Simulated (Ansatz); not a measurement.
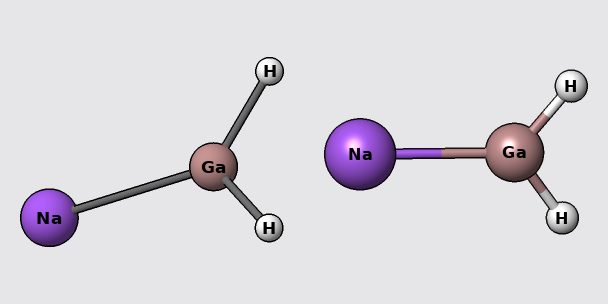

Both panels show the same species.

What does the picture show?

The molecule is GaH₂Na. All atoms lie on one plane. Coordination: 1 Ga trigonal planar.

The parts below concern this one geometry. Atoms keep their numbers from picture to picture. Computed geometry: PBE0-D4/def2-TZVP optimisation. No frequency run is at hand to confirm it as a minimum.

Electronic properties

No frequency run is at hand to confirm it as a minimum. Level of theory: RKS PBE0-D4/def2-TZVPP (Ansatz 0.2.0).

What does the calculation give?

- HOMO energy (Kohn–Sham orbital): −4.80 eV
- LUMO energy (Kohn–Sham orbital): −1.49 eV
- HOMO–LUMO gap: 3.31 eV

Charges

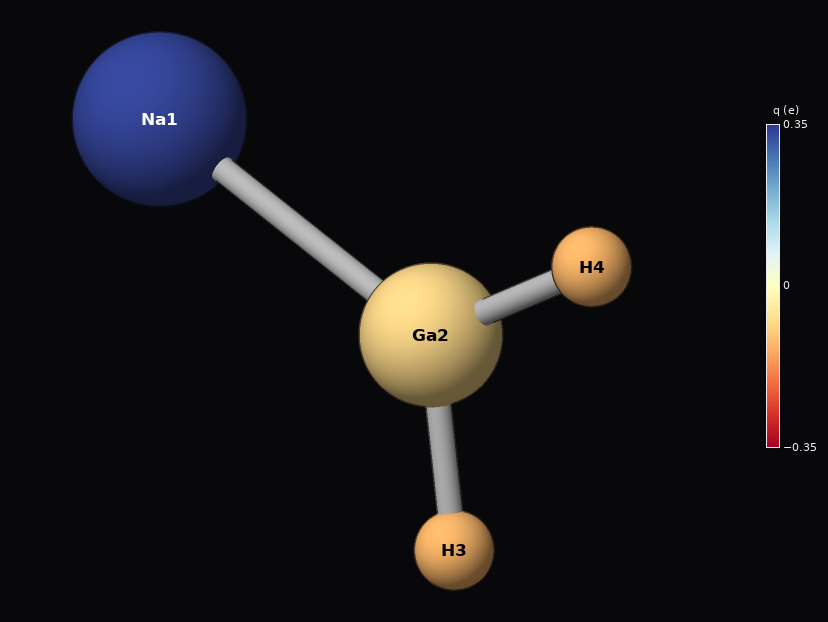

Atoms are coloured by their Mulliken charges. No frequency run is at hand to confirm it as a minimum. Properties computed with RKS PBE0-D4/def2-TZVP (Ansatz 0.2.0).

Give the Mulliken charges atom by atom.

| atom | value (e) |
| --- | --- |
| Na1 | 0.33 |
| Ga2 | −0.08 |
| H3 | −0.13 |
| H4 | −0.13 |

Dipole moment

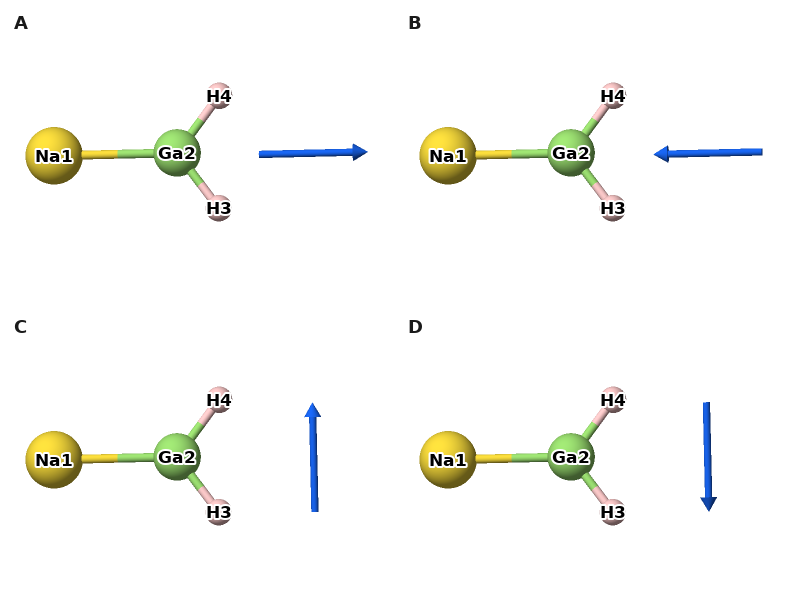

The same molecule four times, each with an arrow. No frequency run is at hand to confirm it as a minimum. Method: RKS PBE0-D4/def2-TZVP (Ansatz 0.2.0).

**Which arrow points along the dipole moment, from the negative to the positive end?**

B. The dipole moment is 7.01 D; it points from the side of H3, H4 to the side of Na1 (the outermost atoms at the two ends).

Mulliken values depend strongly on the basis set and can even reverse the polarity of a bond.
